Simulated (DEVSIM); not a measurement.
Structure: GaP p-i-n diode, at 300 K.

| layer (left to right) | material | thickness (μm) | Nd (cm⁻³) | Na (cm⁻³) | τn (s) | τp (s) |
|---|---|---|---|---|---|---|
| 1 | GaP | 0.280 | - | 3.2e17 | 8.9e-7 | 8.9e-7 |
| 2 | GaP | 46.0 | 9.8e13 | - | 8.9e-7 | 8.9e-7 |
| 3 | GaP | 0.440 | 3.9e16 | - | 8.9e-7 | 8.9e-7 |

Left contact: ohmic. Right contact: ohmic. Voltage is applied to the left contact. Recombination: SRH at mid-gap, Auger. Mobility is constant in doping.

Constants are typed, rounded textbook-type inputs, not results; the design itself was drawn at random and stands for no fabricated device. Values at 300 K.

| parameter | GaP |
|---|---|
| gap (eV) | 2.26 |
| affinity (eV) | 3.8 |
| permittivity | 11.1 |
| Nc (cm⁻³) | 1.8e19 |
| Nv (cm⁻³) | 1.9e19 |
| μn (cm²/Vs) | 250 |
| μp (cm²/Vs) | 150 |
| Cn (cm⁶/s) | 1e-30 |
| Cp (cm⁶/s) | 1e-30 |

DEVSIM, 1D drift-diffusion, Boltzmann statistics, complete ionisation; no tunnelling, impact ionisation, image-force lowering or self-heating.

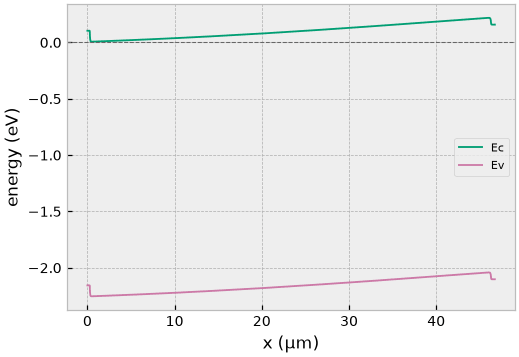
Figure: Band edges at 2.05 V on the left contact

Energies count from the Fermi level of the right contact; mesh points crowd at the junctions.

```
x (μm)   Ec (eV)  Ev (eV)  n (cm⁻³)  p (cm⁻³)  field (V/cm)
-------  -------  -------  --------  --------  ------------
0.000      0.104   -2.156     < 1e2    3.2e17           ≈ 0
0.03855    0.104   -2.156    2.3e13    3.2e17           ≈ 0
0.1228     0.104   -2.156    7.4e13    3.2e17           ≈ 0
0.2258     0.104   -2.156    1.4e14    3.2e17           -18
0.2810     0.077   -2.183    4.9e14    1.1e17        -28000
0.3226     0.024   -2.236    3.8e15    1.4e16         -5400
0.4405     0.008   -2.252    7.2e15    7.4e15          -120
0.9649     0.009   -2.251    7.3e15    7.2e15            29
2.142      0.012   -2.248    7.0e15    6.9e15            30
5.485      0.023   -2.237    6.4e15    6.3e15            33
14.17      0.054   -2.205    5.1e15    5.0e15            41
36.12      0.163   -2.097    3.6e15    3.5e15            56
42.63      0.200   -2.060    3.5e15    3.4e15            56
44.98      0.213   -2.047    3.6e15    3.5e15            56
45.94      0.218   -2.042    3.6e15    3.5e15            48
46.17      0.216   -2.044    4.2e15    3.0e15          -830
46.26      0.196   -2.064    9.2e15    1.3e15         -5300
46.29      0.173   -2.087    2.2e16    5.4e14         -6800
46.37      0.159   -2.102    3.9e16    2.6e14          -140
46.53      0.158   -2.102    3.9e16    1.3e14           ≈ 0
46.66      0.159   -2.102    3.9e16    4.5e13            10
46.72      0.159   -2.101    3.9e16     < 1e2            10
```
